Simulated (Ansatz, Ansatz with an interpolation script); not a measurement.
**CaMoO4 (I4_1/a): quasiparticle bands by Wannier interpolation**

Wanted: quasiparticle gap and band widths of CaMoO4 (I4_1/a) over the whole zone.

Calculated with Ansatz 0.2.0; LDA, Wannier functions and G0W0, plane waves, PAW.

**The experiments to reproduce.**

- Gap 4.5 ± 0.05 eV: direct optical gap from absorption edge; optical absorption; bulk crystal (thin platelet cleaved from flux-grown single crystal) (“The high-pressure behavior of CaMoO4”, 2017, arxiv:1709.09825).

## (1) The structure

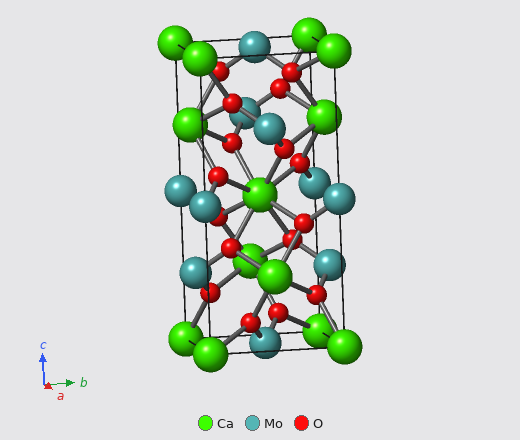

Start, viewed slightly off an axis; calcium green, molybdenum teal, oxygen red. This picture shows the conventional cell, with its axes. Some periodic images of atoms are drawn too.

The cell and positions come from the Crystallography Open Database and are kept as given unless a step says otherwise.

## (2) LDA bands

Levels along a band path, at the cheap level, show where the edges lie and whether the meshes to come will hold them.

This step: DFT, LDA, plane waves, PAW; PAW set soft_1.

File input.yaml:

```yaml
crystal:
  lattice:
    - [-2.6118, 2.6118, 5.71425]
    - [2.6118, -2.6118, 5.71425]
    - [2.6118, 2.6118, -5.71425]
  atoms:
    - { symbol: Ca, position: [0.75, 0.25, 0.5] }
    - { symbol: Ca, position: [0.0, 0.0, 0.0] }
    - { symbol: Mo, position: [0.25, 0.75, 0.5] }
    - { symbol: Mo, position: [0.5, 0.5, 0.0] }
    - { symbol: O, position: [0.57776, 0.98246, 0.89142] }
    - { symbol: O, position: [0.73246, 0.34104, 0.9047] }
    - { symbol: O, position: [0.09104, 0.68634, 0.10858] }
    - { symbol: O, position: [0.43634, 0.82776, 0.0953] }
    - { symbol: O, position: [0.17224, 0.26754, 0.60858] }
    - { symbol: O, position: [0.01754, 0.90896, 0.5953] }
    - { symbol: O, position: [0.65896, 0.56366, 0.39142] }
    - { symbol: O, position: [0.31366, 0.42224, 0.4047] }
kpoints:
  mp_grid: { grid: [4, 4, 4] }
  band_path:
    path:
      - [[0.0, 0.0, 0.0], [0.0, 0.0, 0.5], [0.25, 0.25, 0.25], [0.0, 0.5, 0.0], [0.0, 0.0, 0.0], [0.5, 0.5, -0.5], [0.30222776, 0.69777224, -0.30222776]]
      - [[-0.30222776, 0.30222776, 0.30222776], [0.0, 0.0, 0.0]]
      - [[0.0, 0.0, 0.5], [-0.10445551, 0.10445551, 0.5]]
      - [[0.5, 0.5, -0.10445551], [0.5, 0.5, -0.5]]
    npoints: 10
hamiltonian:
  xc: lda
  pseudopotentials: { kind: paw, azcp: { folder: soft_1 }, xc_functional: pbe }
scf:
  occupations: { method: fermi_dirac, width: 0.02 }
  n_extra_bands: 82
output:
  eigenvalues: true
  forces: true
  stress: true
  fatbands: true
  write_density: true
  write_potential: true
  elf: true
  volumetric_format: npy
```

On the command line:

```sh
$ ansatz run input.yaml --threads 2 --pin off --max-ram 92160MiB --backend cuda --events-out ev --progress --plain --runs-dir out --devices 1 --max-vram 13GiB
```

Numbers of over 12 decimals in the logs are rounded to 6 here.

Log:

```text
scf.n_extra_bands = 82 over 48 filled bands (N_el = 96.0): the run solves 130 bands
GPUs: using 1 of 1 available (devices: 1).
Engine: ansatz 0.2.0, x86_64-unknown-linux-gnu
Pseudopotentials: kind: paw
Pseudopotential: Ca, paw, valence charge 10, recommended cutoff 420 eV (normal), soft_1/Ca.paw.azcp
Pseudopotential: Mo, paw, valence charge 14, recommended cutoff 420 eV (normal), soft_1/Mo.paw.azcp
Pseudopotential: O, paw, valence charge 6, recommended cutoff 420 eV (normal), soft_1/O.paw.azcp
Functional definition: SPW92
  exchange = slater_x
  correlation = pw_c
device memory: the entry about to start is reckoned to put 4.4 GiB on a device that reports 56.3 GiB free (of which the cap on the GPU budget leaves the run 13.0 GiB)
GPU FFT provider: cuFFT
GPU libraries: cuBLAS 13.8.2, cuFFT 12.4.0, cuSOLVER 12.3.4
Crystal: 12 atoms, lattice volume = 155.919 Å³
Basis set: ecut = 420 eV, 3067 PW (Γ)
Bands: 130, of which v1, the nominal top of the filled ones, is band 48 counted from 1 (47 counted from 0)
Symmetry: 8 space group operations
Space group: I41/a (ITA 88), of the structure as read, at distance tolerance 5.4e-5 Å
k-points: 14 of 64
Non-local potential: Ca, projectors of the file, l = 0: 3, l = 1: 2, l = 2: 2
Non-local potential: Mo, projectors of the file, l = 0: 3, l = 1: 2, l = 2: 2, l = 3: 1
Non-local potential: O, projectors of the file, l = 0: 2, l = 1: 2, l = 2: 1
PAW form: soft (Blöchl's): semilocal exchange-correlation on the pseudo side does not see the compensation charge
PAW frozen core: Ca, regenerated for the run's functional, and the local potential with it (the file was generated under x = pbe(κ = 0.804, μ = 0.219515), c = pbe(β = 0.066725))
PAW frozen core: Mo, regenerated for the run's functional, and the local potential with it (the file was generated under x = pbe(κ = 0.804, μ = 0.219515), c = pbe(β = 0.066725))
PAW frozen core: O, regenerated for the run's functional, and the local potential with it (the file was generated under x = pbe(κ = 0.804, μ = 0.219515), c = pbe(β = 0.066725))
PAW one-centre angular grid: Ca, 110 points (default); XC on 64 Gauss nodes
PAW one-centre angular grid: Mo, 590 points (default); XC on 64 Gauss nodes
PAW one-centre angular grid: O, 110 points (default); XC on 64 Gauss nodes
Initial density: superposition of atomic densities (chi_scale 0.1, normalization cell, long waves kept (reshape's long-wave potential 0.03 eV rms))
Initial wavefunctions: pseudopotential atomic-orbital guess
GPU buffer pool allocated for 110592 grid points (all kernels)
GPU transforms: local potential and band sums: pruned to the plane-wave sphere, on 45×45×45
Functional: x = slater, c = lda
SCF iter   1: F=—  HF=-17694.462993 eV  |F-HF|=—  |Δ(HF+E_count)|=         —  Δρ=1.15e-1  dr2=4.18e1  ethr=3.10e-3  ⟨swp⟩=6.4  Hψ=9606  notcnv=0  defer=500
preconditioner: auto → Resta (q_TF=auto, 2.516 Å⁻¹)  ε∞=1.9  [insulator: Δε(μ)=4.023 eV  Ē_g=26.690 eV  σ=0.020 eV  W_gap=1.00  n_scr=36 (ndim 8)  ℏωp=25.9 eV  f_vac=0.000  D(μ)=0.00/eV (n_scr^D=0)  ε∞_Penn≈1.9]
SCF iter   2: F=—  HF=-17685.632769 eV  |F-HF|=—  |Δ(HF+E_count)|=    8.83e0  Δρ=5.68e-2  dr2=8.42e0  ethr=3.10e-3  ⟨swp⟩=2.0  Hψ=2802  notcnv=0  defer=1090
SCF iter   3: F=—  HF=-17683.913363 eV  |F-HF|=—  |Δ(HF+E_count)|=    1.72e0  Δρ=9.35e-3  dr2=6.73e-2  ethr=3.10e-3  ⟨swp⟩=3.0  Hψ=1406  notcnv=0  defer=1092
SCF iter   4: F=—  HF=-17683.901089 eV  |F-HF|=—  |Δ(HF+E_count)|=   1.23e-2  Δρ=2.91e-3  dr2=8.00e-3  ethr=7.01e-5  ⟨swp⟩=2.1  Hψ=2106  notcnv=0  defer=1092
SCF iter   5: F=—  HF=-17683.900997 eV  |F-HF|=—  |Δ(HF+E_count)|=   9.22e-5  Δρ=9.71e-4  dr2=7.91e-4  ethr=8.33e-6  ⟨swp⟩=2.4  Hψ=1401  notcnv=0  defer=1092
SCF iter   6: F=—  HF=-17683.901055 eV  |F-HF|=—  |Δ(HF+E_count)|=   5.80e-5  Δρ=1.98e-4  dr2=5.98e-5  ethr=8.24e-7  ⟨swp⟩=1.0  Hψ=728  notcnv=0  defer=1092
SCF iter   7: F=—  HF=-17683.900908 eV  |F-HF|=—  |Δ(HF+E_count)|=   1.47e-4  Δρ=3.53e-5  dr2=2.61e-6  ethr=6.23e-8  ⟨swp⟩=2.6  Hψ=1205  notcnv=0  defer=1092
SCF iter   8: F=-17683.900908 eV  HF=-17683.900908 eV  |F-HF|=1.17e-8  |Δ(HF+E_count)|=   4.59e-7  Δρ=3.15e-6  dr2=1.50e-8  ethr=1.04e-10  ⟨swp⟩=15.7  Hψ=15711  notcnv=0
SCF 1 converged in 8 iterations: F = -17683.900908 eV  dr2 = 1.50e-8
[...]
device memory: the entry about to start is reckoned to put 3.5 GiB on a device that reports 53.0 GiB free (of which the cap on the GPU budget leaves the run 13.0 GiB)
NSCF: frozen V_eff on 94 k-points
SCF converged after 8 iterations
Free energy (F): -17683.900908 eV
Harris-Foulkes:  -17683.900908 eV  (|F-HF|=1.17e-8)
Internal energy: -17683.900908 eV  (E = F + TS)
E sigma→0 (E₀):  -17683.900908 eV
Fermi energy:    8.301632 eV
--- Per-component energies (eV) ---
  E_band       = -767.190352
  E_kinetic    = 2685.029580
  E_local      = -6794.617457  (includes V_loc(G=0)·N_el)
  E_nonlocal   = 920.609170
  E_hartree    = 2358.925467
  E_xc         = -1162.252715
  E_vxc        = -1473.662050  (∫ρ·V_xc dr)
  E_paw        = -9054.678673  (= ΣΔE_a)
  E_vpaw       = -822.402745  (= ΣTr[D̂ρ^β])
  E_aug_tail   = 0.006381  (compensation charges beyond the density's cutoff)
  E_ewald      = -6639.209996
  E_core_change = 2.287335  (= ΣΔE_core)
  E_smearing   = -0.000000  (= −TS)
  E_closure    = 0.000000  (closes the sum)
  Σ components = -17683.900908   (vs F -17683.900908, Δ=0.00e0)
--- Forces (eV/Å), atoms counted from 1 ---
  atom   1  Ca     0.00000000     0.00000000     0.00000000
  atom   2  Ca     0.00000000     0.00000000     0.00000000
  atom   3  Mo     0.00000000     0.00000000     0.00000000
  atom   4  Mo     0.00000000     0.00000000     0.00000000
  atom   5  O      0.03289835     0.02667735     0.04177475
  atom   6  O     -0.02667735     0.03289835     0.04177475
  atom   7  O     -0.03289835    -0.02667735     0.04177475
  atom   8  O      0.02667735    -0.03289835     0.04177475
  atom   9  O     -0.03289835    -0.02667735    -0.04177475
  atom  10  O      0.02667735    -0.03289835    -0.04177475
  atom  11  O      0.03289835     0.02667735    -0.04177475
  atom  12  O     -0.02667735     0.03289835    -0.04177475
  max |Σ_I F_I| component: 2.08e-17 eV/Å
--- Stress (GPa, compression-positive) ---
       -4.855254      -0.000000       0.000000
        0.000000      -4.855254      -0.000000
        0.000000      -0.000000      -5.329522
  P = ⅓ Tr σ = -5.0133 GPa (-50.133 kbar)
--- Band table (eV; the first three rows and the last of 14) ---
  k-point 0: bands = [... 44 lower, 5.8900, 6.2528, 6.5852, 6.5852, 10.0000, 10.4301, 10.7638, 10.8044, ... 78 higher]
  k-point 1: bands = [... 44 lower, 6.0579, 6.1223, 6.1401, 6.4084, 10.2104, 10.6077, 10.6141, 10.9271, ... 78 higher]
  k-point 2: bands = [... 44 lower, 6.0158, 6.0158, 6.1281, 6.1281, 10.3144, 10.3144, 10.8553, 10.8553, ... 78 higher]
  k-point 13: bands = [... 44 lower, 6.1443, 6.1443, 6.5159, 6.5159, 10.2180, 10.2180, 10.4960, 10.4960, ... 78 higher]
```

It took 13 s on 1 × NVIDIA H100 80GB HBM3 (shared by 6 runs) with 2 threads of AMD EPYC 7R13 (Zen 3), shared host; peak memory 1.1 GiB.

Reading the cycles: dr2 is the Hartree energy of the density residual (eV), the measure of convergence; HF is the Harris–Foulkes estimate of the energy, which meets the free energy F at convergence.

Numbers from this step:

```yaml
pressure: -5.013 GPa
filled_bands: 48
gap: 3.415 eV
valence_top_at: Γ
conduction_bottom_at: Γ
least_direct_gap: 3.415 eV
```

The gap is direct, at Γ. The pressure of -5 GPa says that this functional would shrink the cell; it is kept.

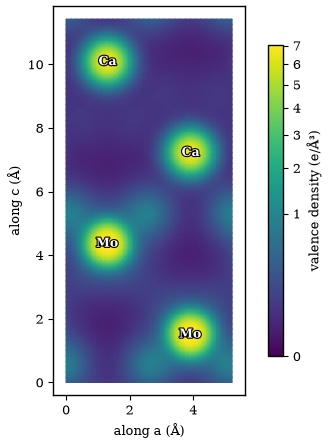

Valence density in the ac plane of the conventional cell at fractional y = 0.000, with atoms of Ca and Mo within 0.2 Å of it. It is the smooth field of the valence electrons, not physical close to the nuclei. The map starts off the cell's origin, so that atoms lie inside it. The colour scale is stretched toward low values.

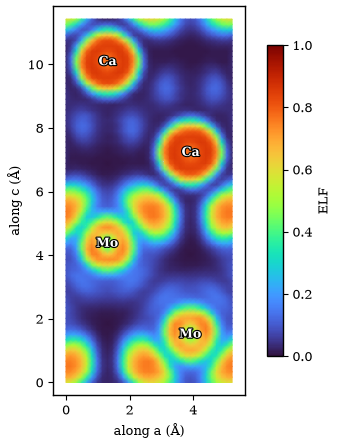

ELF in the ac plane of the conventional cell at fractional y = 0.000, with atoms of Ca and Mo within 0.2 Å of it. It is the smooth field of the valence electrons, not physical close to the nuclei. The map starts off the cell's origin, so that atoms lie inside it.

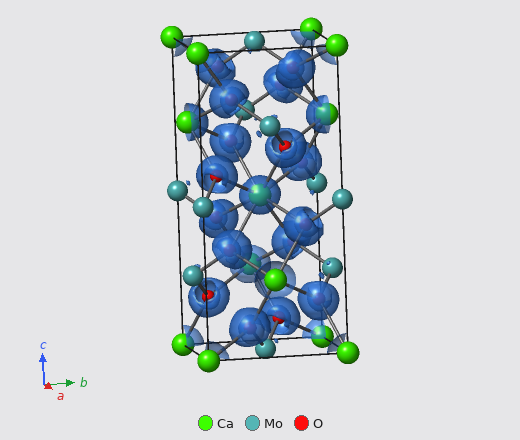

Surface of ELF = 0.78.

## (3) Wannier functions (Mo:4d O:2p) on 8×8×8

Localised functions give a small Hamiltonian that interpolates between mesh points at no cost.

This step: maximally localised Wannier functions, LDA, plane waves, PAW; PAW set soft_1.

input.yaml, the sections that differ from step 2:

```yaml
kpoints:
  mp_grid: { grid: [4, 4, 4] }
scf:
  occupations: { method: fixed }
  n_extra_bands: 82
output:
  wannier:
    kmesh: [8, 8, 8]
    projections: [{ species: Mo, l: d, shell: 4 }, { species: O, l: p, shell: 2 }]
    minimise: true
    write_hr: true
    seedname: w
    conv_tol: 1.0e-06
    max_iter: 20000
    stability_check: false
    disentanglement:
      window: [1.68, 15.5]
      frozen_window: [1.68, 12.5]
      conv_tol: 1.0e-08
# crystal, hamiltonian: as in step 2
```

Log:

```text
[...]
GPUs: using 1 of 1 available (devices: 1).
[...]
GPU FFT provider: cuFFT
GPU libraries: cuBLAS 13.8.2, cuFFT 12.4.0, cuSOLVER 12.3.4
Crystal: 12 atoms, lattice volume = 155.919 Å³
Basis set: ecut = 420 eV, 3067 PW (Γ)
Bands: 130, of which v1, the nominal top of the filled ones, is band 48 counted from 1 (47 counted from 0)
Symmetry: 8 space group operations
[...]
k-points: 14 of 64
[...]
GPU buffer pool allocated for 110592 grid points (all kernels)
[...]
SCF iter   1: F=—  HF=-17694.464106 eV  |F-HF|=—  |Δ(HF+E_count)|=         —  Δρ=1.15e-1  dr2=4.22e1  ethr=3.10e-3  ⟨swp⟩=5.6  Hψ=6973  notcnv=0  defer=1104
[...]
SCF iter   9: F=-17683.900908 eV  HF=-17683.900908 eV  |F-HF|=4.24e-8  |Δ(HF+E_count)|=   1.69e-7  Δρ=4.40e-6  dr2=5.07e-8  ethr=1.04e-10  ⟨swp⟩=13.1  Hψ=13907  notcnv=0
SCF 1 converged in 9 iterations: F = -17683.900908 eV  dr2 = 5.07e-8
[...]
NSCF: frozen V_eff on 14 k-points
the band table was solved once the SCF had ended and its energy, with any forces and stress, was formed, with the checks that follow a solve (6598 applications of the Hamiltonian). They found nothing against the state; the energy, forces and stress were not computed again (output.eigenvalues in the input reference)
[...]
the Wannier pass solved 81 of the 512 points of its mesh, and has the states at the others by symmetry: states obtained by the crystal's operations at points that were solved too leave a residual of 4.33e-13 eV (read by the count's bands and the next), within 1.11e-5 eV
SCF converged after 9 iterations
Free energy (F): -17683.900908 eV
[...]
Internal energy: -17683.900908 eV  (E = F + TS)
E sigma→0 (E₀):  -17683.900908 eV
Fermi energy:    6.585231 eV
[...]
--- Band table (eV; the first three rows and the last of 14) ---
  k-point 0: bands = [... 44 lower, 5.8900, 6.2528, 6.5852, 6.5852, 9.9999, 10.4301, 10.7638, 10.8044, ... 78 higher]
  k-point 1: bands = [... 44 lower, 6.0579, 6.1223, 6.1401, 6.4084, 10.2104, 10.6077, 10.6140, 10.9271, ... 78 higher]
  k-point 2: bands = [... 44 lower, 6.0158, 6.0158, 6.1281, 6.1281, 10.3143, 10.3143, 10.8553, 10.8553, ... 78 higher]
  k-point 13: bands = [... 44 lower, 6.1443, 6.1443, 6.5159, 6.5159, 10.2179, 10.2179, 10.4959, 10.4959, ... 78 higher]
Wannier search: line search 1 of at most 20000: gauge-dependent spread (as the search counts it) 1.8667184 Å², largest recent change 2.0e-1 Å² against conv_tol 1.0e-6 Å², 0 stops escaped
[...]
```

The job ended after 6.3 min (1 × NVIDIA H100 80GB HBM3 (shared by 6 runs) with 2 threads; peak memory 2.5 GiB).

This step gave:

* gauge-invariant spread: 38.63 Å²
* diagonal spread: 0.008558 Å²
* off-diagonal spread: 1.237 Å²
* total spread: 39.87 Å²
* least projectability: 0.5363
* localisation steps: 9716
* disentanglement steps: 130
* r.m.s. interpolation error: 2.39e-4 eV
* r.m.s. error near the gap: 3.11e-4 eV

Near the gap the model misses directly solved bands by 0.3 meV r.m.s. and by 9 meV at most in the window tested. This tests the starting bands, not the corrections carried with them.

Wannier functions, by row:

```csv
function,x (Å),y (Å),z (Å),spread (Å²),nearest atom,distance (Å)
1,2.612,0,2.857,1.154,Mo3,0
2,2.612,0,2.955,2.076,Mo3,0.098
3,2.612,0,2.759,2.076,Mo3,0.098
4,2.612,0,2.857,1.191,Mo3,0
5,2.612,0,2.857,1.94,Mo3,0
6,0,0,5.714,1.154,Mo4,0
7,0,0,5.616,2.076,Mo4,0.098
8,0,0,5.812,2.076,Mo4,0.098
9,0,0,5.714,1.191,Mo4,0
10,0,0,5.714,1.94,Mo4,0
11,3.365,1.322,3.92,1.025,O5,0.112
12,3.469,1.306,3.797,0.965,O5,0.095
13,3.381,1.316,3.809,0.885,O5,0.047
14,1.29,3.365,1.063,1.025,O6,0.112
15,1.295,3.381,0.952,0.885,O6,0.047
16,1.305,3.469,0.94,0.965,O6,0.095
17,1.858,-1.322,3.92,1.025,O7,0.112
18,1.754,-1.306,3.797,0.965,O7,0.095
19,1.843,-1.316,3.809,0.885,O7,0.047
20,1.322,-0.753,6.777,1.025,O8,0.112
21,1.316,-0.769,6.666,0.885,O8,0.047
22,1.306,-0.858,6.654,0.965,O8,0.095
23,1.858,1.29,-1.063,1.025,O9,0.112
24,1.754,1.305,-0.94,0.965,O9,0.095
25,1.843,1.295,-0.952,0.885,O9,0.047
26,3.934,-0.753,1.795,1.025,O10,0.112
27,3.928,-0.769,1.905,0.885,O10,0.047
28,3.918,-0.858,1.917,0.965,O10,0.095
29,0.753,1.322,4.652,1.025,O11,0.112
30,0.858,1.306,4.774,0.965,O11,0.095
31,0.769,1.316,4.762,0.885,O11,0.047
32,1.29,0.753,1.795,1.025,O12,0.112
33,1.295,0.769,1.905,0.885,O12,0.047
34,1.305,0.858,1.917,0.965,O12,0.095
```

Frozen up to 5.91 eV; above it the model need not follow the bands. Electronic bands along the path, in eV, zero at the valence-band top:

```csv
point,band 45,band 46,band 47,band 48,band 49,band 50,band 51,band 52
Γ,-0.70,-0.33,0.00,0.00,3.41,3.84,4.18,4.22
X,-0.57,-0.57,-0.46,-0.46,3.73,3.73,4.27,4.27
P,-0.55,-0.55,-0.49,-0.49,3.73,3.73,4.27,4.27
N,-0.62,-0.56,-0.33,-0.27,3.80,3.97,4.03,4.24
Γ,-0.70,-0.33,0.00,0.00,3.41,3.84,4.18,4.22
M,-0.44,-0.44,-0.07,-0.07,3.63,3.63,3.91,3.91
S,-0.60,-0.47,-0.32,-0.15,3.83,3.88,4.04,4.11
jump to S0,-0.60,-0.47,-0.32,-0.15,3.83,3.88,4.04,4.11
Γ,-0.70,-0.33,0.00,0.00,3.41,3.84,4.18,4.22
jump to X,-0.57,-0.57,-0.46,-0.46,3.73,3.73,4.27,4.27
R,-0.64,-0.53,-0.41,-0.34,3.70,3.83,4.19,4.23
jump to G,-0.64,-0.53,-0.41,-0.34,3.70,3.83,4.19,4.23
M,-0.44,-0.44,-0.07,-0.07,3.63,3.63,3.91,3.91
```

The same for Kohn-Sham, solved directly:

```csv
point,band 45,band 46,band 47,band 48,band 49,band 50,band 51,band 52
Γ,-0.70,-0.33,0.00,0.00,3.41,3.84,4.18,4.22
X,-0.57,-0.57,-0.46,-0.46,3.73,3.73,4.27,4.27
P,-0.55,-0.55,-0.49,-0.49,3.73,3.73,4.27,4.27
N,-0.62,-0.56,-0.33,-0.27,3.80,3.97,4.03,4.24
Γ,-0.70,-0.33,0.00,0.00,3.41,3.84,4.18,4.22
M,-0.44,-0.44,-0.07,-0.07,3.63,3.63,3.91,3.91
S,-0.60,-0.47,-0.32,-0.15,3.83,3.88,4.04,4.11
S0,-0.60,-0.47,-0.32,-0.15,3.83,3.88,4.04,4.11
Γ,-0.70,-0.33,0.00,0.00,3.41,3.84,4.18,4.22
X,-0.57,-0.57,-0.46,-0.46,3.73,3.73,4.27,4.27
R,-0.64,-0.53,-0.41,-0.34,3.70,3.83,4.19,4.23
G,-0.64,-0.53,-0.41,-0.34,3.70,3.83,4.19,4.23
M,-0.44,-0.44,-0.07,-0.07,3.63,3.63,3.91,3.91
```

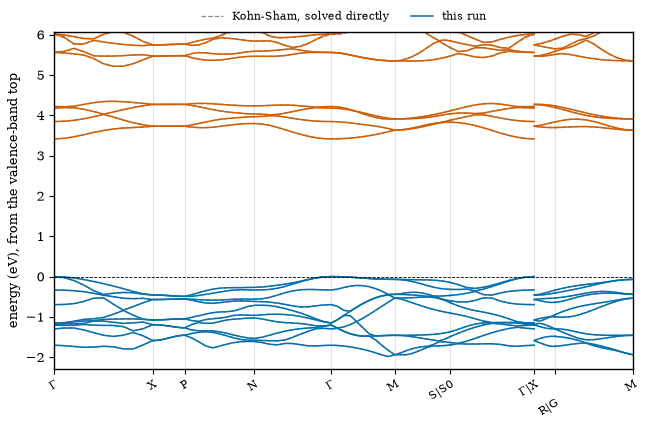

Electronic bands along the path; lines of filled and empty bands in two colours; dashed: Kohn-Sham, solved directly.

[end of part 1 of 3]

[Paths, hosts, dates, memory and timing lines, banners, echoed tables and standing remarks are left out of the program output.]

[Logs are printed without paths, hosts, clocks, repeated set-up lines and the standing remarks that a program may print on its own settings, such as how far it seeks lower states.]

[Runs of the session that timed out or met a known fault of the program may be left out.]

[Hosts, paths, dates, database ids (printed as entryN), source tags and the programs' standing remarks are cut or masked in the printed files.]
